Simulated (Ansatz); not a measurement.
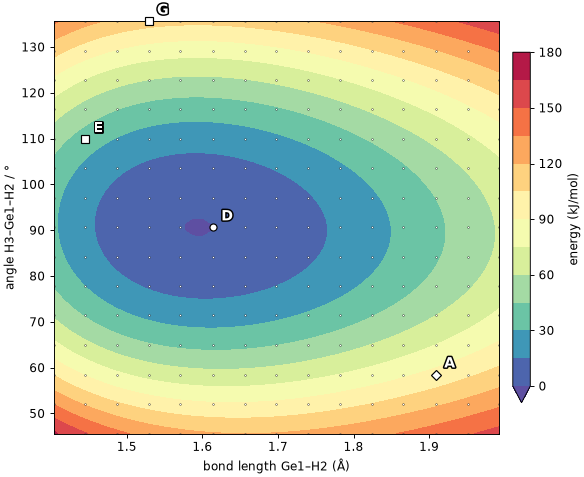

GeH2. 
- The first coordinate is: bond length Ge1–H2; the second: angle H3–Ge1–H2.
- Nothing is relaxed (all other coordinates rigid).
- The scan uses a 15 × 15 grid.
- Energies are in kJ/mol, from the lowest grid point.
- All numbers below come from RKS PBE0-D4/def2-TZVP (Ansatz 0.2.0).

Drawn: filled contours, dots at the grid points, lettered points. Between grid points the surface is interpolated.

Is A the lowest point of the computed grid?

Answer. No. A lies 95 kJ/mol above the lowest grid point, which is at bond length Ge1–H2 = 1.614 Å, angle H3–Ge1–H2 = 90.6°.

Rank the lettered points by energy, lowest first.

Answer. D (0 kJ/mol), E (38 kJ/mol), A (95 kJ/mol), G (111 kJ/mol).

What kind of point is each of A, D, E: minimum, saddle, maximum or slope?

Answer. A: on a slope; D: minimum; E: on a slope. (In these two coordinates alone; a stationary point may lie a little off the grid point.)
